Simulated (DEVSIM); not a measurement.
System: illuminated Si n-on-p cell, one wavelength, with a back-surface field, at 300 K.

| layer (left to right) | material | thickness (μm) | Nd (cm⁻³) | Na (cm⁻³) | τn (s) | τp (s) | absorption coefficient (cm⁻¹) |
|---|---|---|---|---|---|---|---|
| 1 | Si | 0.420 | 6.3e16 | - | 2.3e-7 | 7.8e-7 | 9200 |
| 2 | Si | 30.0 | - | 8.1e15 | 4.1e-6 | 4.1e-6 | 9200 |
| 3 | Si | 0.110 | - | 1.3e18 | 4.1e-6 | 4.1e-6 | 9200 |

Left contact: ohmic, minority hole recombination velocity 70000 cm/s. Right contact: ohmic, minority electron recombination velocity 30000 cm/s. Voltage is applied to the left contact. Recombination: SRH at mid-gap, radiative, Auger. Light enters at the left, 3.8e16 photons cm⁻² s⁻¹, one pass, no reflection. Mobility is μmin + (μ − μmin)/(1 + (N/Nref)^α).

The device is made up for the run: typed textbook-type constants, with dimensions and the other settings drawn at random. Values at 300 K.

```tsv
parameter	Si
gap (eV)	1.124
affinity (eV)	4.05
permittivity	11.7
Nc (cm⁻³)	2.86e19
Nv (cm⁻³)	3.1e19
μn (cm²/Vs)	1417
μp (cm²/Vs)	470
μn,min	52
μp,min	45
Nref,n	9.7e16
Nref,p	2.2e17
αn	0.68
αp	0.72
B (cm³/s)	4.7e-15
Cn (cm⁶/s)	2.8e-31
Cp (cm⁶/s)	9.9e-32
```

DEVSIM, 1D drift-diffusion, Boltzmann statistics, complete ionisation; no tunnelling, impact ionisation, image-force lowering or self-heating.

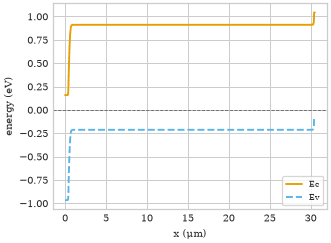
Band edges at zero bias, in the dark

Energies count from the Fermi level of the right contact; mesh points crowd at the junctions.

```json
[
 {"x (μm)": "0.000", "Ec (eV)": "0.158", "Ev (eV)": "-0.966", "n (cm⁻³)": "6.3e16", "p (cm⁻³)": "1800", "field (V/cm)": "≈ 0"},
 {"x (μm)": "0.03297", "Ec (eV)": "0.158", "Ev (eV)": "-0.966", "n (cm⁻³)": "6.3e16", "p (cm⁻³)": "1800", "field (V/cm)": "≈ 0"},
 {"x (μm)": "0.1107", "Ec (eV)": "0.158", "Ev (eV)": "-0.966", "n (cm⁻³)": "6.3e16", "p (cm⁻³)": "1800", "field (V/cm)": "≈ 0"},
 {"x (μm)": "0.2561", "Ec (eV)": "0.158", "Ev (eV)": "-0.966", "n (cm⁻³)": "6.3e16", "p (cm⁻³)": "1800", "field (V/cm)": "≈ 0"},
 {"x (μm)": "0.3801", "Ec (eV)": "0.174", "Ev (eV)": "-0.950", "n (cm⁻³)": "3.4e16", "p (cm⁻³)": "3400", "field (V/cm)": "8900"},
 {"x (μm)": "0.4179", "Ec (eV)": "0.256", "Ev (eV)": "-0.868", "n (cm⁻³)": "1.4e15", "p (cm⁻³)": "81000", "field (V/cm)": "38000"},
 {"x (μm)": "0.4481", "Ec (eV)": "0.370", "Ev (eV)": "-0.754", "n (cm⁻³)": "1.7e13", "p (cm⁻³)": "6700000", "field (V/cm)": "36000"},
 {"x (μm)": "0.5731", "Ec (eV)": "0.721", "Ev (eV)": "-0.403", "n (cm⁻³)": "2.2e7", "p (cm⁻³)": "5.3e12", "field (V/cm)": "20000"},
 {"x (μm)": "0.8301", "Ec (eV)": "0.909", "Ev (eV)": "-0.215", "n (cm⁻³)": "16000", "p (cm⁻³)": "7.5e15", "field (V/cm)": "460"},
 {"x (μm)": "1.460", "Ec (eV)": "0.911", "Ev (eV)": "-0.213", "n (cm⁻³)": "14000", "p (cm⁻³)": "8.1e15", "field (V/cm)": "≈ 0"},
 {"x (μm)": "3.005", "Ec (eV)": "0.911", "Ev (eV)": "-0.213", "n (cm⁻³)": "14000", "p (cm⁻³)": "8.1e15", "field (V/cm)": "≈ 0"},
 {"x (μm)": "9.255", "Ec (eV)": "0.911", "Ev (eV)": "-0.213", "n (cm⁻³)": "14000", "p (cm⁻³)": "8.1e15", "field (V/cm)": "≈ 0"},
 {"x (μm)": "20.03", "Ec (eV)": "0.911", "Ev (eV)": "-0.213", "n (cm⁻³)": "14000", "p (cm⁻³)": "8.1e15", "field (V/cm)": "≈ 0"},
 {"x (μm)": "26.37", "Ec (eV)": "0.911", "Ev (eV)": "-0.213", "n (cm⁻³)": "14000", "p (cm⁻³)": "8.1e15", "field (V/cm)": "≈ 0"},
 {"x (μm)": "29.19", "Ec (eV)": "0.911", "Ev (eV)": "-0.213", "n (cm⁻³)": "14000", "p (cm⁻³)": "8.1e15", "field (V/cm)": "≈ 0"},
 {"x (μm)": "29.95", "Ec (eV)": "0.911", "Ev (eV)": "-0.213", "n (cm⁻³)": "14000", "p (cm⁻³)": "8.1e15", "field (V/cm)": "≈ 0"},
 {"x (μm)": "30.24", "Ec (eV)": "0.912", "Ev (eV)": "-0.212", "n (cm⁻³)": "14000", "p (cm⁻³)": "8.5e15", "field (V/cm)": "260"},
 {"x (μm)": "30.36", "Ec (eV)": "0.928", "Ev (eV)": "-0.196", "n (cm⁻³)": "7300", "p (cm⁻³)": "1.6e16", "field (V/cm)": "4400"},
 {"x (μm)": "30.42", "Ec (eV)": "1.020", "Ev (eV)": "-0.104", "n (cm⁻³)": "210", "p (cm⁻³)": "5.5e17", "field (V/cm)": "54000"},
 {"x (μm)": "30.45", "Ec (eV)": "1.042", "Ev (eV)": "-0.082", "n (cm⁻³)": "< 1e2", "p (cm⁻³)": "1.3e18", "field (V/cm)": "30"},
 {"x (μm)": "30.49", "Ec (eV)": "1.042", "Ev (eV)": "-0.082", "n (cm⁻³)": "< 1e2", "p (cm⁻³)": "1.3e18", "field (V/cm)": "≈ 0"},
 {"x (μm)": "30.53", "Ec (eV)": "1.042", "Ev (eV)": "-0.082", "n (cm⁻³)": "< 1e2", "p (cm⁻³)": "1.3e18", "field (V/cm)": "≈ 0"}
]
```
